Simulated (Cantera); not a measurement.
Input: 1 mol CF4, a varied amount of CH4, held at 1150 °C and 0.260 bar.

Cantera equilibrium calculation (NASA polynomials, part measured and part estimated; ideal gas, pure solids and liquids). Candidate condensed phases: C, C6H6, C7H8, C8H18; 95 gas species. Gases not in the tables: C2F6 and larger saturated fluorocarbons. Rates play no part.

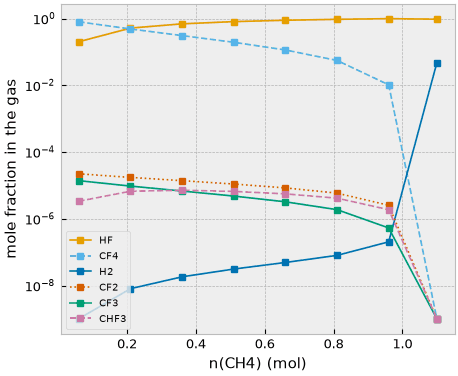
Figure. Equilibrium gas composition (values under 1e-9 drawn at 1e-9)

Question: Read off the mole fractions at 0.059 mol CH4.

Answer: CF4 about 0.80, HF about 0.20, CF2 about 2.2e-5, CF3 about 1.4e-5, CHF3 about 3.3e-6.
